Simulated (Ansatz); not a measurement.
# SiH₂O (triplet): correlated methods under varied settings at a displaced geometry (v1)

Aim: run SiH₂O (triplet) at one geometry under a spread of methods and options, and see what each costs and gives.

The runs use Ansatz 0.2.0, Gaussian basis; the settings change from run to run.

38 further runs of the same task are left out: 14 for a known fault of the program, 11 that didn't finish, 13 set aside as unsound or not needed.

### 1 The geometry

The geometry is a PBE0/def2-TZVP stationary point (not a proven minimum) with its atoms shifted at random (size 0.040 Å).

4 atoms, charge 0, spin multiplicity 3.

Atoms are counted from 1 here; the program's logs count them from 0.

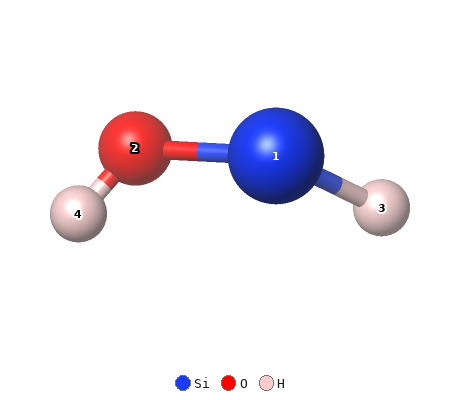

The geometry (silicon blue, oxygen red, hydrogen pink); atoms are numbered from 1 in the order of the file.

### 2 CASCI(2,4)/STO-3G

in.yaml

```yaml
crystal:
  periodic: [false, false, false]
  atoms:
    - {symbol: Si, position_ang: [0.025632, -0.091289, 0.603293]}
    - {symbol: O, position_ang: [-0.095072, 0.083014, -1.046543]}
    - {symbol: H, position_ang: [0.127333, 1.209416, 1.360354]}
    - {symbol: H, position_ang: [0.667545, 0.016568, -1.558522]}
basis:
  gaussian: {orbitals: STO-3G}
magnetization: {spin_polarized: false, initial_magnetization: 2}
correlation: {active_space: {window: {electrons: 2, orbitals: 4}, fixed_orbitals: true, states: [{multiplicity: 3, weights: [1, 1, 1, 1]}], root: 2}}
```

Command:

```console
$ ansatz run in.yaml --threads 1 --pin off --events-out ev --progress --plain --max-ram 2393MiB
```

The log of the run:

```text
Functional definition: HF
  name "HF"
  cite "Fock, Z. Phys. 61, 126 (1930) doi:10.1007/BF01340294"
  parent pbe
  exchange = exact_x
  correlation = 0
265 factors; integrals over basis functions are off by at most 5.2e-8 eV
mean field evaluation 1: about -9807.9540 eV, gradient 1.7e1 eV
mean field evaluation 2: about -9807.9948 eV, gradient 1.7e1 eV
mean field evaluation 4: about -9809.2035 eV, gradient 2.2e0 eV
mean field evaluation 8: about -9809.2512 eV, gradient 2.7e-2 eV
mean field -9809.25117221 eV, -360.4833316294 hartree, gradient 1.2e-6 eV, S^2 2.000000; 0 other end points of the search recorded, 0 dependent functions left out
reference -9809.25117221 eV, -360.4833316294 hartree; 13, 11 occupied and 3, 5 virtual orbitals, 265 factors
state -9809.25121493 eV, -360.4833331992 hartree
state -9800.55042631 eV, -360.1635851153 hartree
state -9799.30237521 eV, -360.1177200833 hartree
state -9796.19134924 eV, -360.0033919874 hartree
Total energy: -9799.30237521 eV, -360.1177200833 hartree
```

Run time: 0.09 s. Hardware: 1 thread of Arm Neoverse V1, shared host.

From the report: 16 determinants; active occupations (of the averaged states) 0.75, 0.50, 0.50, 0.25.

### 3 NEVPT2(8,7)/STO-3G

in.yaml, as its differences from that of step 2:

```diff
@@ -10,2 +10,2 @@
 magnetization: {spin_polarized: false, initial_magnetization: 2}
-correlation: {active_space: {window: {electrons: 2, orbitals: 4}, fixed_orbitals: true, states: [{multiplicity: 3, weights: [1, 1, 1, 1]}], root: 2}}
+correlation: {method: sc_nevpt2, electrons: all, active_space: {window: {electrons: 8, orbitals: 7}}}
```

Same command.

The log of the run (excerpt; [...] marks lines left out):

```text
Functional definition: HF
  name "HF"
  cite "Fock, Z. Phys. 61, 126 (1930) doi:10.1007/BF01340294"
  parent pbe
[...]
189 factors; integrals over basis functions are off by at most 4.6e-5 eV
[...]
mean field -9809.25104882 eV, -360.4833270949 hartree, gradient 1.2e-6 eV, S^2 2.000000; 0 other end points of the search recorded, 0 dependent functions left out
reference -9809.25104882 eV, -360.4833270949 hartree; 13, 11 occupied and 3, 5 virtual orbitals, 189 factors
state -9810.54900150 eV, -360.5310259764 hartree
state -9810.54900150 eV, -360.5310259764 hartree; corrected -9811.10740352 eV, -360.5515468719 hartree
state -9810.48747683 eV, -360.5287649862 hartree
state -9810.48747683 eV, -360.5287649862 hartree; corrected -9811.21192388 eV, -360.5553879244 hartree
state -9810.48747683 eV, -360.5287649862 hartree; corrected -9811.21192388 eV, -360.5553879244 hartree
the orbitals are reached from a further start. From the first start the search ends at -9810.54896522 eV, -360.5310246428 hartree
WARN: the results are in doubt because another end's mean lies 0.062 eV lower, and its corrected mean 0.105 eV higher
Total energy: -9811.21192388 eV, -360.5553879244 hartree
In doubt: another end's mean lies 0.062 eV lower, and its corrected mean 0.105 eV higher
```

It took 6 s on 1 thread of Arm Neoverse V1, shared host.

From the report: 1,225 determinants; active occupations 1.99, 1.98, 1.96, 1.01, 1.00, 0.04, 0.03. The program marks this result as in doubt; its last lines say why.

### 4 BCCD on ROHF/6-31G*

in.yaml, as its differences from that of step 3:

```diff
@@ -8,4 +8,6 @@
 basis:
-  gaussian: {orbitals: STO-3G}
+  gaussian: {orbitals: "6-31G*"}
 magnetization: {spin_polarized: false, initial_magnetization: 2}
-correlation: {method: sc_nevpt2, electrons: all, active_space: {window: {electrons: 8, orbitals: 7}}}
+correlation: {method: bccd, electrons: outside_noble_gas}
+accuracy: high
+output: {forces: true}
```

The command is unchanged.

The log of the run (excerpt; [...] marks lines left out):

```text
Functional definition: HF
  name "HF"
  cite "Fock, Z. Phys. 61, 126 (1930) doi:10.1007/BF01340294"
  parent pbe
[...]
722 factors; integrals over basis functions are off by at most 3.8e-9 eV
[...]
mean field -9928.89867144 eV, -364.8802961261 hartree, gradient 2.4e-8 eV, S^2 2.000000; 0 other end points of the search recorded, 0 dependent functions left out
6 core orbitals not correlated: weight in the atoms' cores, before any rotation towards them, 1.000 or more for the frozen orbitals, at most 0.000 for the correlated occupied ones
reference -9928.89867144 eV, -364.8802961261 hartree; 7, 5 occupied and 25, 27 virtual orbitals, 722 factors
second order -6.35994267 eV of doubles, -0.02999106 eV of singles
cycle   1  -6.61097242 eV  change   -2.2e-1 eV  update   7.1e-2
[...]
cycle  25  -6.85671393 eV  change   3.4e-10 eV  update  9.9e-10
[...]
Total energy: -9935.75538537 eV, -365.1322757153 hartree
Atom 0 at     0.025632    -0.091289     0.603293 Å, force     0.109331     0.202204     0.275621 eV/Å
Atom 1 at    -0.095072     0.083014    -1.046543 Å, force    -2.583648     0.167217     1.146744 eV/Å
Atom 2 at     0.127333     1.209416     1.360354 Å, force    -0.000366    -0.135907     0.066712 eV/Å
Atom 3 at     0.667545     0.016568    -1.558522 Å, force     2.474684    -0.233515    -1.489077 eV/Å
Dipole moment:     0.296824    -0.061559    -0.005113 e Å
```

Run time: 6.5 s. Hardware: 1 thread of Arm Neoverse V1, shared host.

From the report: correlation -6.8567 eV; largest double amplitude 0.03.

### 5 CCSDT/cc-pVDZ

in.yaml

```yaml
crystal:
  periodic: [false, false, false]
  atoms:
    - {symbol: Si, position_ang: [0.025632, -0.091289, 0.603293]}
    - {symbol: O, position_ang: [-0.095072, 0.083014, -1.046543]}
    - {symbol: H, position_ang: [0.127333, 1.209416, 1.360354]}
    - {symbol: H, position_ang: [0.667545, 0.016568, -1.558522]}
basis:
  gaussian: {orbitals: cc-pVDZ}
magnetization: {spin_polarized: true, initial_magnetization: 2}
hamiltonian: {xc: {name: r2SCAN}}
correlation: {method: ccsdt, electrons: valence}
```

The command is unchanged.

The log of the run (excerpt; [...] marks lines left out):

```text
Functional definition: r2SCAN
  name "r2SCAN"
  cite "Furness, Kaplan, Ning, Perdew & Sun, J. Phys. Chem. Lett. 11, 8208 (2020) doi:10.1021/acs.jpclett.0c02405"
  cite "Furness, Kaplan, Ning, Perdew & Sun, J. Phys. Chem. Lett. 11, 9248 (2020) doi:10.1021/acs.jpclett.0c03077"
  parent r2scan
[...]
757 factors; integrals over basis functions are off by at most 2.2e-7 eV
[...]
mean field -9953.28274129 eV, -365.7763941652 hartree, gradient 1.9e-6 eV, S^2 2.003913; 0 other end points of the search recorded, 0 dependent functions left out
6 core orbitals not correlated: weight in the atoms' cores, before any rotation towards them, 1.000 or more for the frozen orbitals, at most 0.000 for the correlated occupied ones
reference -9929.23943984 eV, -364.8928191338 hartree; 7, 5 occupied and 29, 31 virtual orbitals, 757 factors
second order -7.26847938 eV of doubles, -0.23621768 eV of singles
cycle   1  -7.44403947 eV  change    5.5e-2 eV  update   8.8e-2
[...]
cycle  17  -7.93176046 eV  change    1.4e-7 eV  update   4.9e-7
Total energy: -9937.17120030 eV, -365.1843059544 hartree
```

Wall time 27 s (1 thread of Arm Neoverse V1, shared host); peak memory 0.28 GiB.

From the report: ⟨S²⟩ of the determinant 2.004 (pure triplet: 2.00); correlation -7.9318 eV; T1 0.013; largest double amplitude 0.04. The orbitals are Kohn-Sham ones, so correlation energy and T1 don't compare with those on Hartree-Fock orbitals.

### 6 The runs in one table

Where basis and cores are those of an earlier UCCSDT(Q)/cc-pVDZ run (-9937.2383 eV), and the state is the same kind, the miss against it is given. † marks a result that the program doubts.

```tsv
level	correlated	functions	energy (eV)	from UCCSDT(Q) (meV)	time
CASCI(2,4)/STO-3G (excited root 2 of an average)		16	-9799.3024		0.09 s
NEVPT2(8,7)/STO-3G †	all	16	-9811.2119		6 s
BCCD on ROHF/6-31G*	outside noble gas	38	-9935.7554		6.5 s
CCSDT/cc-pVDZ (on r2SCAN orbitals)	valence	42	-9937.1712	67.1	27 s
```

### 7 What came out

```
quantity                                                     value
    runs                                                         4
quickest  CASCI(2,4)/STO-3G (excited root 2 of an average), 0.09 s
 slowest                  CCSDT/cc-pVDZ (on r2SCAN orbitals), 27 s
```

What this shows: Total energies in different bases, with other cores or another treatment of relativity can't be set against each other. CCSDT/cc-pVDZ (on r2SCAN orbitals) took 300 times as long as CASCI(2,4)/STO-3G (excited root 2 of an average); the jobs differ in more than the method. Cores frozen from Kohn-Sham orbitals shift the total energy.
